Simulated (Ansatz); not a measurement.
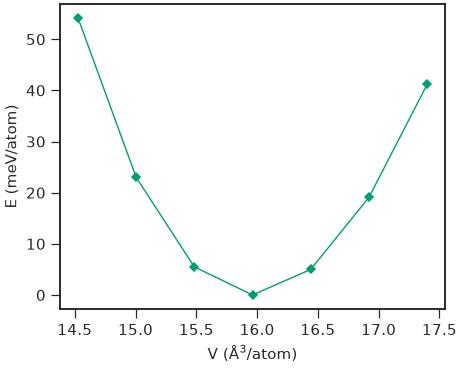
La2O3 (La2O3 or Ni2Al3 type, P-3m1) under volume change, PBEsol (plane waves, PAW; program Ansatz), shape and atoms relaxed at each volume.

### Question
What does a third-order Birch–Murnaghan fit give for V₀, B₀ and B′?

### Answer
V₀ = 15.96 Å³/atom, B₀ = 116 GPa, B′ = 3.6.

The PBEsol relaxation kept the symmetry of its start. Scalar-relativistic: spin–orbit coupling is off unless named, which matters more the heavier the elements.

Potentials: the later of the program's two PAW sets.
